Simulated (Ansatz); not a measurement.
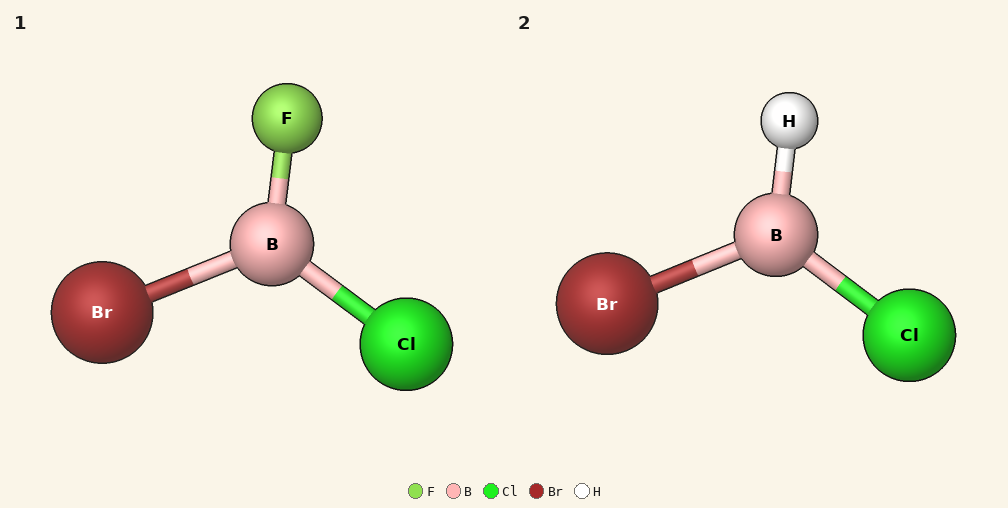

2 molecules with one skeleton, seen from the same side and at one scale. Charge 0, singlet. Computed geometries: PBE0-D4/def2-TZVP optimisations, one conformation each. Properties computed with Ansatz 0.2.0.

One atom differs, called X below: F in panel 1, H in panel 2. Their formulas are BBrClF (`FB(Cl)Br`), BBrClH (`ClBBr`).

Question: In which is the harmonic X–B stretching wavenumber higher (PBE0-D4/def2-TZVP)?

Answer: In panel 2 (X = H).

Question: In which is the HOMO–LUMO gap larger (ωB97M-V/def2-SVP)?

Answer: In panel 1 (X = F).

Give the values. With PBE0-D4/def2-TZVP: length of X–B (Å), angle X–B–Cl (°), dipole moment (D), harmonic zero-point energy (kJ/mol), harmonic X–B stretching wavenumber (cm⁻¹). With ωB97M-V/def2-SVP: HOMO energy (Kohn–Sham orbital) (eV), HOMO–LUMO gap (eV).

```tsv
quantity	1 (F)	2 (H)	2 − 1
length of X–B (Å)	1.309	1.186	−0.123
angle X–B–Cl (°)	119.4	120.0	+0.6
HOMO energy (Kohn–Sham orbital) (eV)	−10.93	−10.72	+0.21
HOMO–LUMO gap (eV)	12.19	11.12	−1.07
dipole moment (D)	0.31	0.42	+0.11
harmonic zero-point energy (kJ/mol)	22.9	37.7	+14.8
harmonic X–B stretching wavenumber (cm⁻¹)	1342	2704	+1362
```
